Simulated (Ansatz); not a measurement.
## Electronic structure of ClHZn···HCl in real space

Input

```
crystal:
  periodic: [false, false, false]
  atoms:
    - { symbol: Zn, position_ang: [0.0, 0.0, 0.0] }
    - { symbol: Cl, position_ang: [0.0, 0.0, 2.59] }
    - { symbol: Cl, position_ang: [0.0, 0.0, -2.24] }
    - { symbol: H, position_ang: [-1.7746, 0.0, 0.5897] }
    - { symbol: H, position_ang: [-1.5103, 0.0, 1.5637] }
basis:
  gaussian: { orbitals: def2-TZVP }
hamiltonian:
  xc: b3lyp
  dispersion: d4
relax:
  f_tol: 0.15
  max_steps: 25
  restrain:
    - { distance: [0, 3], at: 1.57, k: 30.0 }
    - { distance: [4, 1], at: 1.37, k: 30.0 }
    - { distance: [0, 1], at: 3.44, k: 30.0 }
    - { distance: [4, 3], at: 1.86, k: 30.0 }
output:
  orbitals: {}
```

Run with:

```sh
ansatz run input.yaml --threads 4 --pin off --max-ram 5120MiB --backend cpu --events-out ev --progress --plain --runs-dir out
```

The fields are those of the run's last geometry, not of the input's.

Not at a stationary point (largest force 1.1 eV/Å).

These are results of Ansatz 0.2.0, RKS B3LYP-D4/def2-TZVP, not measurements.

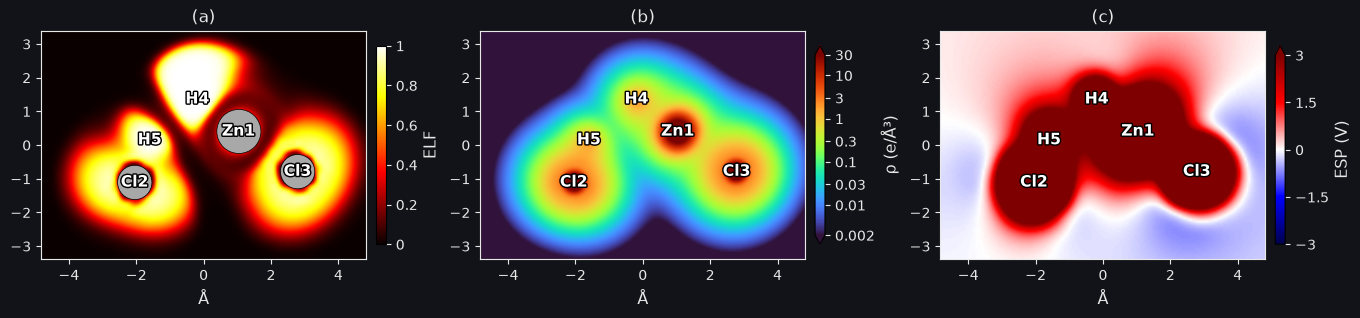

Figure 1. (a) ELF; (b) total electron density; (c) electrostatic potential on the molecular plane. Grey discs cover the atomic cores in the ELF map.

Q: Read the bonding off the picture.

A: The section cuts through Zn, Cl and H sites. Zn1···H5 (2.66 Å): the density falls to about 0.11 e/Å³ on the way; the ELF dips to about 0.10 between them. Zn–Cl (2.11 Å): ρ is about 0.71 e/Å³ halfway; the ELF peaks at about 0.85 in the valence shell of Cl, 0.8 Å from its nucleus, and is about 0.50 at the midpoint. Cl–H (1.33 Å): the density is about 1.9 e/Å³ at the midpoint; the ELF climbs to about 1 towards the hydrogen, as it does in any bond to H (an ordinary covalent bond to hydrogen). Zn–H (1.56 Å): ρ is about 1.1 e/Å³ halfway; the ELF climbs to about 1 towards the hydrogen. The ELF also peaks beside Cl2 and Cl3, away from the bonds: lone-pair regions. Outside the dense part of the complex the potential is most negative (−0.7 V) near Cl3.

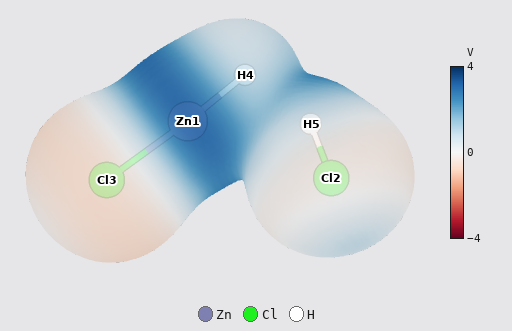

Figure 2. The molecular electrostatic potential painted on the density surface at 0.004 e/bohr³, seen at a tilt; the colour scale runs from red (negative) to blue (positive).

Q: Describe the electrostatic potential map.

A: The most negative region (about −0.6 V) lies over Cl3, the most positive (about +3.1 V) over Zn1. Cl2 shows a σ-hole: about +1.0 V at the tip opposite its bond, against about −0.2 V on its flanks.

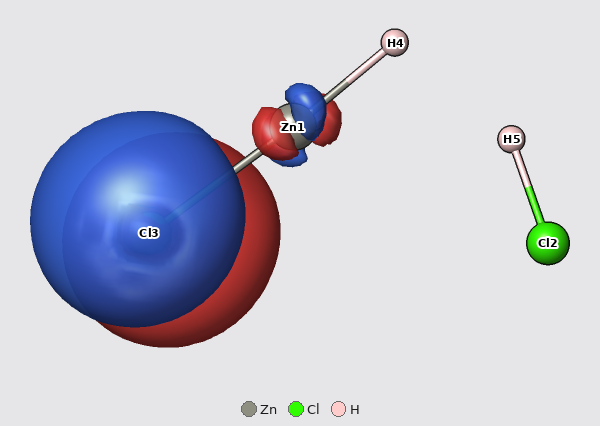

Figure 3. The HOMO−1 at ±0.1 Å⁻³ᐟ² (red and blue are the two phases), seen at a tilt.

Q: Where does this orbital lie, and at what energy?

A: It lies mainly on Cl3 (about 90 %) and Zn1 (about 10 %); it changes sign across the molecular plane (π type). Its energy is −8.72 eV.

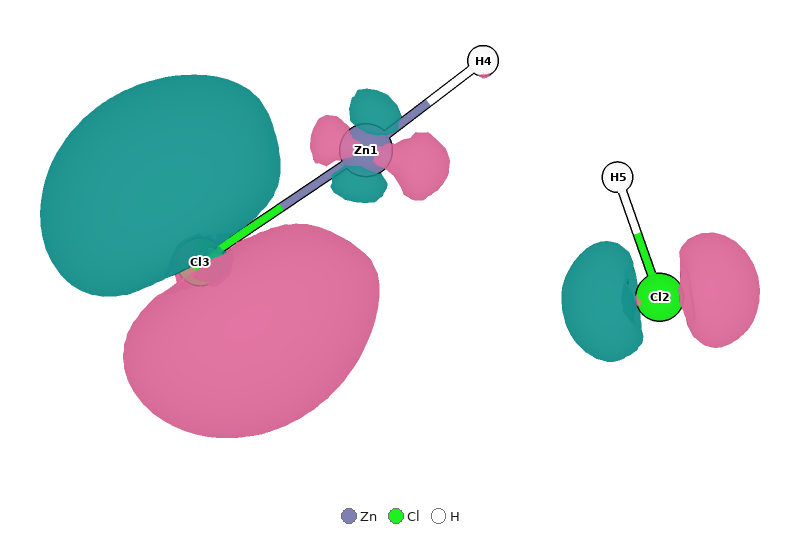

Figure 4. The HOMO at ±0.08 Å⁻³ᐟ² (teal and pink are the two phases), seen at a tilt.

Q: Where does this orbital lie, and at what energy?

A: Its weight (Hirshfeld) is mainly on Cl3 (about 85 %) and Zn1 (about 10 %); it is symmetric in the molecular plane (an in-plane orbital: σ, lone-pair or in-plane π type); largely a lone pair of Cl3. Its energy is −8.70 eV.
